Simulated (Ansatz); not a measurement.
**C$_{4}$H$_{5}$F (SMILES CCC#CF): density, localisation and related maps**

Input file:

```
crystal:
  periodic: [false, false, false]
  atoms:
    - {symbol: C, position_ang: [-0.578157, -1.004666, 0.672544]}
    - {symbol: C, position_ang: [0.550447, 0.003097, 0.478292]}
    - {symbol: C, position_ang: [0.364691, 0.843436, -0.697691]}
    - {symbol: C, position_ang: [0.187994, 1.518750, -1.667463]}
    - {symbol: F, position_ang: [0.007783, 2.245279, -2.701927]}
    - {symbol: H, position_ang: [-1.536413, -0.496115, 0.791113]}
    - {symbol: H, position_ang: [-0.655556, -1.671258, -0.188041]}
    - {symbol: H, position_ang: [-0.398164, -1.611266, 1.562455]}
    - {symbol: H, position_ang: [0.633445, 0.643566, 1.362261]}
    - {symbol: H, position_ang: [1.507029, -0.522123, 0.391257]}
basis:
  gaussian: {orbitals: def2-TZVPP}
hamiltonian: {xc: pbe0, dispersion: d4}
output: {orbitals: {seedname: orbitals}}
```

Command:

```sh
ansatz run in.yaml --threads 2 --pin off --events-out ev --progress --plain --max-ram 4352MiB
```

Geometry: PBE0-D4/def2-TZVP.

All numbers below come from RKS PBE0-D4/def2-TZVPP in Ansatz 0.2.0.

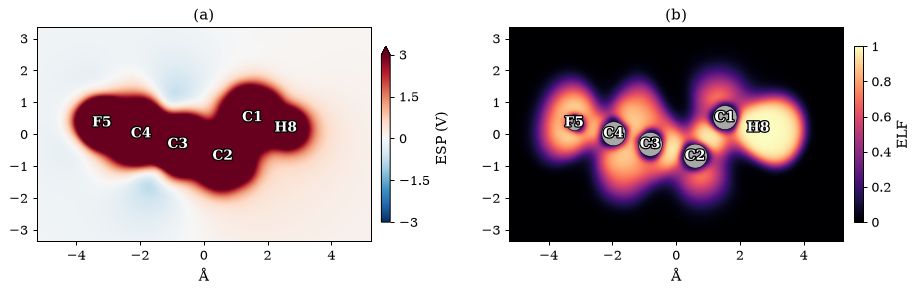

Figure 1. (a) molecular electrostatic potential; (b) ELF on the plane of atoms C1, C2 and C3. Grey discs cover the atomic cores in the ELF map.

What do the fields say about this system?

Answer. Atoms in the plane: C, F and H.
C–C (1.19 Å): the ELF peaks at about 0.80 between the atoms (a short, multiple covalent bond).
C–F (1.28 Å): the ELF peaks at about 0.85 between the atoms; a shared but strongly polarised pair.
C–H (1.09 Å): the ELF climbs to about 1 towards the hydrogen, as it does in any bond to H; an ordinary covalent bond to hydrogen.
The ELF also peaks beside F5, away from the bonds: lone-pair regions.
Outside the dense part of the molecule the potential is most negative (−0.8 V) near C3.

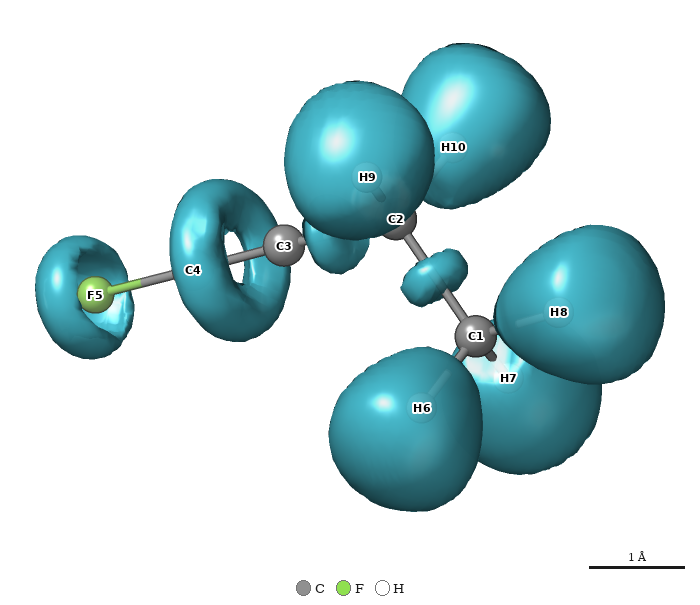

Figure 2. Isosurface of the ELF at 0.85 (cyan), seen at a tilt. Only the valence region is drawn (cores and ρ < 0.01 e/Å³ removed).

What do the ELF domains correspond to?

Answer. The ELF exceeds this value in three regions between bonded C–C atoms (shared pairs), five regions around hydrogen nuclei and one region wrapped around F (its lone pairs, merged into a ring or cap).

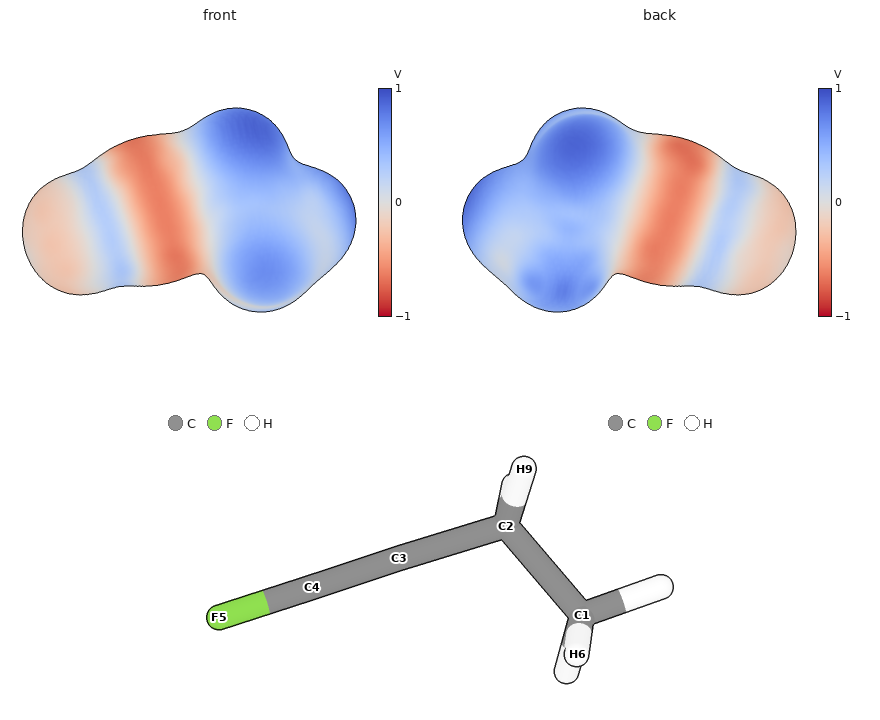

Figure 3. The electrostatic potential painted on the density surface at 0.002 e/bohr³, seen from the front and from behind; red is negative and blue positive. The bare structure is drawn below in the same view.

Describe the electrostatic potential map.

Answer. The most negative region (about −0.7 V) lies over C3 and C4, the most positive (about +0.9 V) over H9 and H10.
